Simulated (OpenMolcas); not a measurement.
# MoCl2O2 (SMILES O=[Mo](=O)(Cl)Cl): levels of theory compared

We compute a comparison of 6 runs (HF/def2-SVP, B2PLYP/def2-SVP, M06-2X/def2-SVP, M06-L/def2-SVP, PBE0/def2-SVP, SVWN5/def2-SVP) of MoCl2O2. 

The results are computed with OpenMolcas 26.06.

### 1 The system as given

MoCl2O2 has 5 atoms, charge 0, and is taken as a singlet. SMILES: `O=[Mo](=O)(Cl)Cl`. The coordinates come from a PBE0-D4/def2-TZVP relaxation.

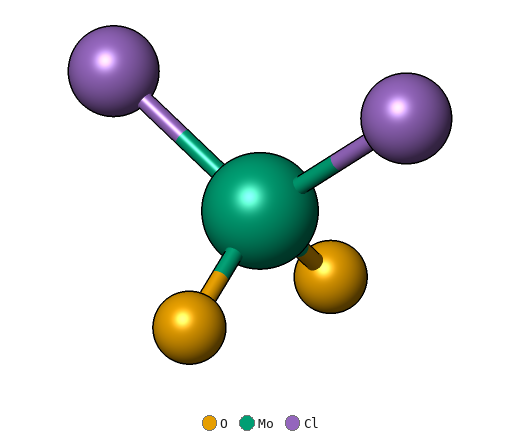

The structure, seen from a chosen angle (oxygen amber, molybdenum teal, chlorine purple).

### 2 Energy and gradient at HF/def2-SVP (core potential) (run 1)

Input file test.input:

```
&GATEWAY
  BasLib=$CurrDir
  Coord
  5
  angstrom
  O        0.160790      -0.193810       1.710330
  Mo       0.067390      -0.061640       0.055230
  O        1.227030      -1.074450      -0.573270
  Cl      -1.960190      -0.720580      -0.637400
  Cl       0.504990       2.050480      -0.554890
  Basis=def2-SVP
  Group=NoSym

&SEWARD

&SCF
  Thresholds=1e-10 1e-07 1e-07 1e-05
  PrOrbitals=0

&ALASKA
```

The basis set def2-SVP is read from a file made from the Basis Set Exchange's data (not shown).

Run with:

```sh
$ export MOLCAS_MEM=1860
$ pymolcas test.input > test.log
```

The program printed:

```text
--- Start Module: gateway ---
[...]
--- Stop Module: gateway /rc=_RC_ALL_IS_WELL_ ---
[...]
      Basis functions           95
[...]
--- Start Module: scf ---
[...]
       Convergence after  20 Iterations
[...]
::    Total SCF energy                              -1135.9154032221
[...]
      Total spin, S                                     0.0000000000
[...]
      Total electronic charge=   64.000000
      Total            charge=   -0.000000
[...]
      Dipole Moment (debye):
      Origin of the operator (angstrom)=   -0.1105    0.1010   -0.0906
                   X= -9.5680E-01               Y=  8.7419E-01               Z= -7.8386E-01           Total=  1.5146E+00
      Quadrupole Moment (debye*angstrom):
[...]
--- Stop Module: scf /rc=_RC_ALL_IS_WELL_ ---
[...]
--- Start Module: alaska ---
[...]
 *              Molecular gradients               *
 **************************************************
  Irreducible representation: a
 ------------------------------------------------------------------------------------------
                              X                       Y                       Z
 ------------------------------------------------------------------------------------------
  O1                4.11029644760585E-03   -5.25201351950244E-03    5.41523177903684E-02
  MO2              -5.12909009036641E-02    4.68683036675919E-02   -4.20200881313197E-02
  O3                3.84154667405774E-02   -3.35900035924510E-02   -1.93205384965385E-02
  CL4               1.02164189556966E-02    2.55273943384537E-03    3.78490607733095E-03
  CL5              -1.45128124012484E-03   -1.05790259894860E-02    3.40340276025941E-03
 ------------------------------------------------------------------------------------------
--- Stop Module: alaska /rc=_RC_ALL_IS_WELL_ ---
[...]
```

Run time: 19 s. Hardware: 1 thread of AMD EPYC 7R43 (Zen 3), shared host; peak memory 0.52 GiB.

### 3 The energy at B2PLYP/def2-SVP (core potential) (run 2)

Input file test.inp:

```
* Cl2MoO2 Kohn-Sham DFT
>>> EXPORT MOLCAS_PRINT=2

&GATEWAY
  BasLib=$CurrDir
  Coord
  5
  angstrom
  O        0.160790      -0.193810       1.710330
  Mo       0.067390      -0.061640       0.055230
  O        1.227030      -1.074450      -0.573270
  Cl      -1.960190      -0.720580      -0.637400
  Cl       0.504990       2.050480      -0.554890
  Basis=def2-SVP
  Group=NoSym

&SEWARD
  GridInput
  Grid=UltraFine
  End of Grid

&SCF
  KSDFT=B2PLYP_SCF
  Thresholds=1e-10 1e-07 1e-07 1e-05
  PrOrbitals=1

&MBPT2
  Frozen=12
```

The basis set def2-SVP is read from a file made from the Basis Set Exchange's data (not shown).

Run with:

```sh
$ export MOLCAS_MEM=1860
$ pymolcas test.inp > test.log
```

The program printed:

```text
--- Start Module: gateway ---
[...]
--- Stop Module: gateway /rc=_RC_ALL_IS_WELL_ ---
[...]
      Basis functions           95
[...]
--- Start Module: scf ---
[...]
       Convergence after  18 Iterations
[...]
::    Total KS-DFT energy                           -1137.9078418298
[...]
      Total spin, S                                     0.0000000000
[...]
      Total electronic charge=   64.000000
      Total            charge=   -0.000000
[...]
      Dipole Moment (debye):
      Origin of the operator (angstrom)=   -0.1105    0.1010   -0.0906
                   X= -8.6222E-01               Y=  7.8784E-01               Z= -7.0639E-01           Total=  1.3650E+00
      Quadrupole Moment (debye*angstrom):
[...]
--- Stop Module: scf /rc=_RC_ALL_IS_WELL_ ---
[...]
--- Start Module: mbpt2 ---
[...]
 ###    WARNING: MP2 implementation intended for RHF references only         ###
 ###############################################################################
MBPT2 WARNING: Reference function according to RunFile:KS-DFT
I'll assume you know what you're doing and continue
WARNING!
Default frozen orbitals as non valence orbitals is overwritten by user input.
Default values:  12
[...]
       Reference weight ( Cref**2 )         =        0.56058
::    Total MBPT2 energy                            -1139.3493564243
[...]
      Total MBPT2 calculations                           0.64      0.74
--- Stop Module: mbpt2 /rc=_RC_ALL_IS_WELL_ ---
[...]
```

Wall time 36 s (1 thread of AMD EPYC 7R43 (Zen 3), shared host); peak memory 0.52 GiB.

Runs 3 to 5 aren't shown in full; the table further down has their settings and results.

### 4 Energy and gradient at SVWN5/def2-SVP (core potential) (run 6)

Input file job.inp:

```
>>> EXPORT MOLCAS_PRINT=2
&GATEWAY
BasLib=$CurrDir
Coord
5
angstrom
O        0.160790      -0.193810       1.710330
Mo       0.067390      -0.061640       0.055230
O        1.227030      -1.074450      -0.573270
Cl      -1.960190      -0.720580      -0.637400
Cl       0.504990       2.050480      -0.554890
Basis=def2-SVP
Group=NoSym
&SEWARD
GridInput
Grid=UltraFine
End of Grid
&SCF
KSDFT=SVWN5
Thresholds=1e-10 1e-07 1e-07 1e-05
PrOrbitals=1 1
&ALASKA
```

The basis set def2-SVP is read from a file made from the Basis Set Exchange's data (not shown).

Run with:

```sh
$ export MOLCAS_MEM=1860
$ pymolcas job.inp > job.log
```

The program printed:

```text
--- Start Module: gateway ---
[...]
--- Stop Module: gateway /rc=_RC_ALL_IS_WELL_ ---
[...]
      Basis functions           95
[...]
--- Start Module: scf ---
[...]
       Convergence after  19 Iterations
[...]
::    Total KS-DFT energy                           -1134.7417332238
[...]
      Total spin, S                                     0.0000000000
[...]
      Total electronic charge=   64.000000
      Total            charge=   -0.000000
[...]
      Dipole Moment (debye):
      Origin of the operator (angstrom)=   -0.1105    0.1010   -0.0906
                   X= -8.7066E-01               Y=  7.9564E-01               Z= -7.1334E-01           Total=  1.3784E+00
      Quadrupole Moment (debye*angstrom):
[...]
--- Stop Module: scf /rc=_RC_ALL_IS_WELL_ ---
[...]
--- Start Module: alaska ---
[...]
 *              Molecular gradients               *
 **************************************************
  Irreducible representation: a
 ------------------------------------------------------------------------------------------
                              X                       Y                       Z
 ------------------------------------------------------------------------------------------
  O1               -1.40584460580762E-03    1.67888575829078E-03   -1.41535168074967E-02
  MO2               1.24133734302865E-02   -1.13439037597516E-02    1.01733613258426E-02
  O3               -1.01844870354206E-02    8.92579144677796E-03    4.64896035062701E-03
  CL4              -6.16433427538254E-04    1.46206384210146E-04   -3.45069157127398E-04
  CL5              -2.06608361478899E-04    5.93020170601477E-04   -3.23735711957873E-04
 ------------------------------------------------------------------------------------------
--- Stop Module: alaska /rc=_RC_ALL_IS_WELL_ ---
[...]
```

Wall time 29 s (1 thread of AMD EPYC 7R43 (Zen 3), shared host); peak memory 0.52 GiB.

### 5 Overview of the runs

| run | level | task | frozen core orbitals | energy (Eh) | dipole moment (D) | HOMO energy (eV) | LUMO energy (eV) | wall time |
| --- | --- | --- | --- | --- | --- | --- | --- | --- |
| 1 | HF/def2-SVP (core potential) | gradient | – | -1135.915403 | 1.51 | -13.38 | -0.66 | 19 s |
| 2 | B2PLYP/def2-SVP (core potential) | energy | 12 | -1138.297051 | 1.36 | -11.19 | -2.68 | 36 s |
| 3 | M06-2X/def2-SVP (core potential) | gradient | – | -1138.599762 | 1.14 | -11.32 | -2.94 | 53 s |
| 4 | M06-L/def2-SVP (core potential) | gradient | – | -1138.869086 | 1.03 | -8.81 | -4.49 | 49 s |
| 5 | PBE0/def2-SVP (core potential) | gradient | – | -1138.353672 | 1.22 | -10.00 | -3.81 | 38 s |
| 6 | SVWN5/def2-SVP (core potential) | gradient | – | -1134.741733 | 1.38 | -8.45 | -4.51 | 29 s |

### 6 Outcome

| quantity | value |
| --- | --- |
| run 6: total energy | -1134.74173 Eh |
| run 6: dipole moment | 1.38 D |
| run 6: HOMO energy | -8.45 eV |
| run 6: LUMO energy | -4.51 eV |
| run 6: HOMO–LUMO gap | 3.94 eV |
| run 6: largest force on an atom | 1.011 eV/Å |

What this shows: The dipole moment (its size) runs from 1.03 D (M06-L/def2-SVP) to 1.51 D (HF/def2-SVP). The HOMO–LUMO gap runs from 3.94 eV (SVWN5/def2-SVP) to 12.72 eV (HF/def2-SVP). Exact exchange widens orbital gaps. For B2PLYP the log adds the whole second-order term; the table takes 0.27 of it, as the functional is defined. Totals of different functionals can't be ranked against each other. All runs together took 3.7 min, the longest 53 s.
